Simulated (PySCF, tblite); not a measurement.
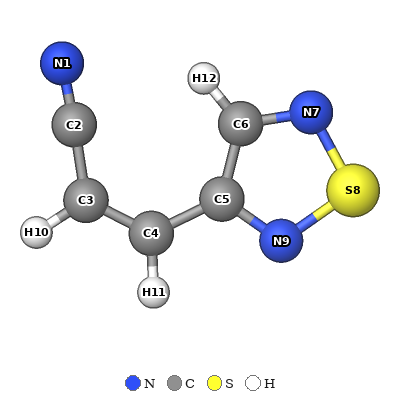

Structure of C₅H₃N₃S, SMILES N#C/C=C\c1cnsn1.

GIAO shifts, PBE0/pcSseg-1 with PySCF 2.14.0, at a GFN2-xTB geometry (a minimum by its frequencies), against TMS for ¹³C and NH₃ for ¹⁵N computed at the same level (¹⁵N: a single molecule, while the usual scales start at liquid NH₃ or nitromethane; multiply bonded nitrogen can come out tens of ppm too deshielded). Gas phase, fully decoupled, line heights follow the number of nuclei, widths are arbitrary (no quadrupolar broadening); values of one conformer, averaged over methyl-type rotors and exact or near symmetry; other conformers aren't averaged in.

> Predict the ¹³C spectrum.

5 signals.


```csv
δ (ppm),nuclei,atoms
161.1,1,C5
154.6,1,C6
149.1,1,C4
123.2,1,C2
104.5,1,C3
```

> How many ¹⁵N lines appear, and where?

3 signals.


| δ (ppm) | nuclei | atoms |
| --- | --- | --- |
| 409.8 | 1 | N9 |
| 408.5 | 1 | N7 |
| 339.0 | 1 | N1 |

The order of signals that lie close, as those under 3 ppm apart, is within the error of the method.

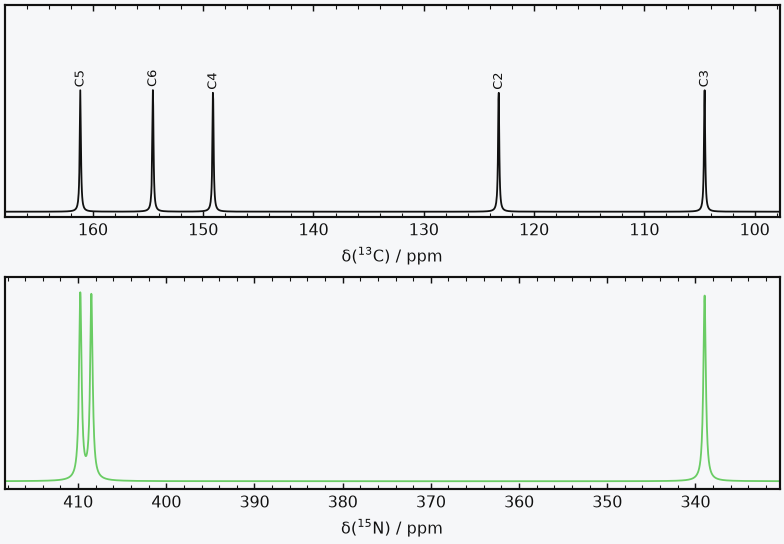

Known limits of this run: the tight-binding geometry is rougher than a DFT one and adds to the error.
